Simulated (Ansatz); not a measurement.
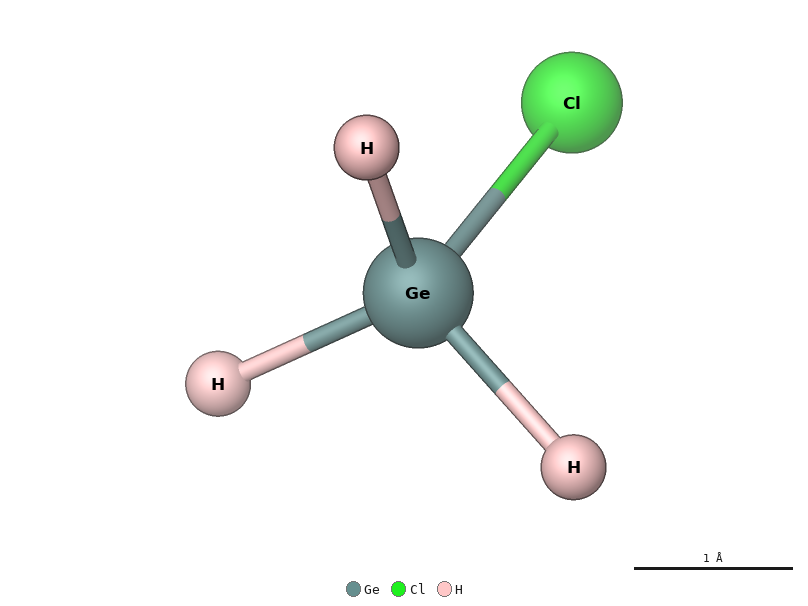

Distant atoms are faded towards the background colour. The geometry was computed by an optimisation with PBE0-D4/def2-TZVP. Masses are those of the most abundant isotopes; constants are for the rigid equilibrium geometry.

Classify the rotor and give the rotational constants (cm⁻¹).

Answer. A prolate symmetric top (C3v): A = 2.60, B = C = 0.144 cm⁻¹.
